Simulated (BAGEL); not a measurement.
# UHF/6-31G(d) (density fitting with qzvpp-jkfit, spherical functions) run of SiHOF2 (SMILES O[Si](F)F)

What is the vertical doublet–quartet gap of SiHOF2 at UHF/6-31G* (density fitting with qzvpp-jkfit, spherical functions)? 

Program for the calculation: BAGEL 1.2.2.

3 further runs of the same task are left out: 2 that didn't finish, 1 set aside as unsound or not needed.

**1. Starting point**

SiHOF2 has 5 atoms, charge 0, and is taken as a doublet. SMILES: `O[Si](F)F`. The shape is that of a PBE0-D4/def2-TZVP optimisation. This is one conformer, not always the lowest.

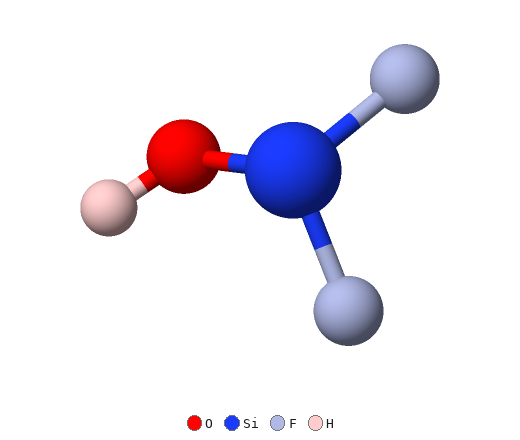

The structure, seen from a chosen angle (oxygen red, silicon blue, fluorine light blue, hydrogen pink).

**2. The energy at UHF/6-31G(d) (density fitting with qzvpp-jkfit, spherical functions)**

calc.json reads:

```json
{ "bagel": [

{
  "title": "molecule",
  "basis": "6-31gs.json",
  "df_basis": "qzvpp-jkfit",
  "angstrom": true,
  "geometry": [
    { "atom": "O", "xyz": [    0.144800,    1.087900,   -0.214100 ] },
    { "atom": "Si", "xyz": [   -0.086900,   -0.365800,    0.478600 ] },
    { "atom": "F", "xyz": [    1.362100,   -0.934000,    0.772500 ] },
    { "atom": "F", "xyz": [   -0.797000,   -1.371300,   -0.531000 ] },
    { "atom": "H", "xyz": [   -0.623100,    1.583200,   -0.506000 ] }
  ]
},
{ "title": "uhf", "nopen": 1 },
{ "title": "print", "file": "orbitals.molden", "orbitals": true }

]}
```

The basis set 6-31G* is read from a file made from the Basis Set Exchange's data (not shown).

Run with:

```console
$ BAGEL_NUM_THREADS=1 BAGEL calc.json > calc.out
```

Log:

```text
* using 1 threads per process

  ===============================================================
  ===============================================================

  *** Geometry ***

  { "atom" : "O", "xyz" : [      0.273632,      2.055833,     -0.404590 ] },
  { "atom" : "Si", "xyz" : [     -0.164217,     -0.691262,      0.904423 ] },
  { "atom" : "F", "xyz" : [      2.573996,     -1.765004,      1.459813 ] },
  { "atom" : "F", "xyz" : [     -1.506112,     -2.591381,     -1.003445 ] },
  { "atom" : "H", "xyz" : [     -1.177488,      2.991814,     -0.956201 ] },

  Number of auxiliary basis functions:      377

  Since a DF basis is specified, we compute 2- and 3-index integrals:
    o Being stored without compression. Storage requirement is 0.012 GB

  Number of basis functions:       62
  Number of electrons      :       41

    * METHOD: MOLECULE                             0.10

  *** Open-shell HF ***

  === Nuclear Repulsion ===
   177.1092874615

      * DIIS with orbital gradients will be used.

  === UHF iteration (6-31gs.json) ===
      0       -563.04166016          0.06344338           0.05
      1       -563.24255814          0.04103774           0.05
      2       -563.31670074          0.02506503           0.05
      3       -563.36009781          0.00095470           0.05
      4       -563.36053315          0.00040862           0.05
      5       -563.36058306          0.00012260           0.05
      6       -563.36059367          0.00004822           0.05
      7       -563.36059634          0.00001638           0.05
      8       -563.36059690          0.00000554           0.05
      9       -563.36059697          0.00000239           0.05
     10       -563.36059698          0.00000101           0.05
     11       -563.36059699          0.00000039           0.05
     12       -563.36059699          0.00000015           0.05
     13       -563.36059699          0.00000009           0.05
     14       -563.36059699          0.00000003           0.05
     15       -563.36059699          0.00000001           0.05
     16       -563.36059699          0.00000001           0.05
    * SCF iteration converged.

    * S^2 (UHF) is 0.7528

    * Permanent dipole moment:
           (    0.923895,    -0.637017,    -0.234700) a.u.

    * METHOD: UHF                                  0.91

    * METHOD: PRINT                                0.01

  ===============================================================
```

Wall time 1.2 s (1 thread of Arm Neoverse V2, shared host).

**3. The quartet**

Edit calc.json of step 2 so:

```diff
@@ -6,3 +6,3 @@
   "df_basis": "qzvpp-jkfit",
-  "angstrom": true,
+  "angstrom": "true",
   "geometry": [
@@ -15,4 +15,4 @@
 },
-{ "title": "uhf", "nopen": 1 },
-{ "title": "print", "file": "orbitals.molden", "orbitals": true }
+{ "title": "uhf", "nopen": 3 },
+{ "title": "print", "file": "orbitals.molden", "orbitals": "true" }
```

The basis set 6-31G* is read from a file made from the Basis Set Exchange's data (not shown).

Run with:

```console
$ BAGEL_NUM_THREADS=1 BAGEL calc.json > calc.out
```

Log:

```text
* using 1 threads per process

  ===============================================================
  ===============================================================

  *** Geometry ***

  { "atom" : "O", "xyz" : [      0.273632,      2.055833,     -0.404590 ] },
  { "atom" : "Si", "xyz" : [     -0.164217,     -0.691262,      0.904423 ] },
  { "atom" : "F", "xyz" : [      2.573996,     -1.765004,      1.459813 ] },
  { "atom" : "F", "xyz" : [     -1.506112,     -2.591381,     -1.003445 ] },
  { "atom" : "H", "xyz" : [     -1.177488,      2.991814,     -0.956201 ] },

  Number of auxiliary basis functions:      377

  Since a DF basis is specified, we compute 2- and 3-index integrals:
    o Being stored without compression. Storage requirement is 0.012 GB

  Number of basis functions:       62
  Number of electrons      :       41

    * METHOD: MOLECULE                             0.10

  *** Open-shell HF ***

  === Nuclear Repulsion ===
   177.1092874615

      * DIIS with orbital gradients will be used.

  === UHF iteration (6-31gs.json) ===
      0       -562.81408584          0.05149957           0.05
      1       -562.96918015          0.03346398           0.05
      2       -563.02192047          0.02049140           0.05
      3       -563.05237051          0.00118691           0.05
      4       -563.05328508          0.00052113           0.05
      5       -563.05351190          0.00032703           0.05
      6       -563.05362899          0.00020159           0.05
      7       -563.05367126          0.00014823           0.05
      8       -563.05369161          0.00012616           0.05
      9       -563.05371095          0.00010686           0.05
     10       -563.05373521          0.00008172           0.05
     11       -563.05375147          0.00005516           0.05
     12       -563.05375803          0.00003632           0.05
     13       -563.05376065          0.00002255           0.05
     14       -563.05376154          0.00001176           0.05
     15       -563.05376171          0.00000698           0.05
     16       -563.05376177          0.00000471           0.05
     17       -563.05376180          0.00000338           0.05
     18       -563.05376181          0.00000278           0.05
     19       -563.05376181          0.00000243           0.05
     20       -563.05376182          0.00000207           0.05
     21       -563.05376183          0.00000159           0.05
     22       -563.05376183          0.00000120           0.05
     23       -563.05376184          0.00000087           0.05
     24       -563.05376184          0.00000052           0.05
     25       -563.05376184          0.00000029           0.05
     26       -563.05376184          0.00000019           0.05
     27       -563.05376184          0.00000014           0.05
     28       -563.05376184          0.00000010           0.05
     29       -563.05376184          0.00000007           0.05
     30       -563.05376184          0.00000006           0.05
     31       -563.05376184          0.00000005           0.05
     32       -563.05376184          0.00000004           0.05
     33       -563.05376184          0.00000003           0.05
     34       -563.05376184          0.00000003           0.05
     35       -563.05376184          0.00000002           0.05
     36       -563.05376184          0.00000001           0.05
     37       -563.05376184          0.00000001           0.05
    * SCF iteration converged.

    * S^2 (UHF) is 3.7577

    * Permanent dipole moment:
           (   -0.214088,     0.046257,    -0.698710) a.u.

    * METHOD: UHF                                  2.00

    * METHOD: PRINT                                0.01

  ===============================================================
```

Wall time 2.3 s (1 thread of Arm Neoverse V2, shared host).

**4. What came out**

At UHF/6-31G* (density fitting with qzvpp-jkfit, spherical functions):

```
                                        quantity          value
                           doublet: total energy  -563.36060 Eh
                          doublet: dipole moment         2.91 D
                                   doublet: ⟨S²⟩          0.753
                           quartet: total energy  -563.05376 Eh
                          quartet: dipole moment         1.86 D
                                   quartet: ⟨S²⟩          3.758
vertical energy of the quartet above the doublet       8.349 eV
```

At this shape the quartet lies 8.35 eV (806 kJ/mol) above the doublet.
